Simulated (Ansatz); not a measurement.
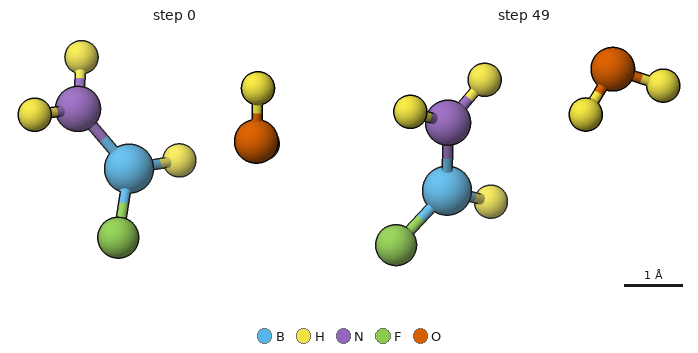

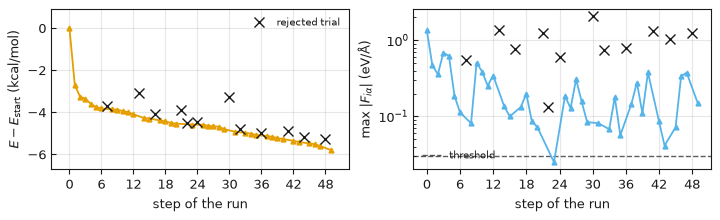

First and last geometry of a relaxation of BNH$_{5}$OF, with the history of the run. Style: ball-and-stick. Shown from a free direction.

The run prepares an end point of a later path (reaction) calculation, from a guessed geometry.

All numbers below come from RHF/6-31G* (Ansatz).

Input file:
```yaml
crystal:
  periodic: [false, false, false]
  atoms:
    - { symbol: B, position_ang: [0.037153, -0.1644, -0.206755] }
    - { symbol: H, position_ang: [-0.092263, -0.552201, 0.91125] }
    - { symbol: "N", position_ang: [1.284956, -0.176777, -0.830492] }
    - { symbol: H, position_ang: [2.114788, -0.485725, -0.379645] }
    - { symbol: H, position_ang: [1.414408, 0.122579, -1.771583] }
    - { symbol: F, position_ang: [-1.044924, 0.180528, -0.892105] }
    - { symbol: O, position_ang: [-0.032166, 1.927997, 1.365701] }
    - { symbol: H, position_ang: [0.858786, 2.197729, 1.547335] }
    - { symbol: H, position_ang: [-0.146338, 1.080869, 1.824294] }
basis:
  gaussian: { orbitals: "6-31G*" }
hamiltonian:
  xc: hf
relax:
  f_tol: 0.03
  max_steps: 50
```

Command:
```bash
ansatz run input.yaml --threads 1 --pin off --max-ram 2048MiB --backend cpu --events-out ev --progress --plain --runs-dir out
```

Read the history and describe the run.

Answer. The relaxation stopped without meeting its thresholds, so the last structure isn't shown to be converged. It used up its limit of 50 steps. Over 37 accepted moves (49 points after the start) the energy falls by 5.79 kcal/mol. Largest force component: 1.3 eV/Å at the start, 0.15 eV/Å at the end. The line search rejected the trial steps at points 7, 13, 16, 21, 22, 24, 30, 32 and more of the run. The forces were under the threshold at step 23, but the run went on from there. The largest move after the best rigid fit is that of H9, 1.50 Å. Largest moves by element: H 1.50 Å, F 1.36 Å, O 1.26 Å, B 0.73 Å, N 0.46 Å. Some distances before and after: O7–H9 0.970 → 0.949 Å, N3–H4 0.994 → 0.998 Å, B1–F6 1.326 → 1.331 Å.

Limits of the set-up: Hartree-Fock leaves out electron correlation.
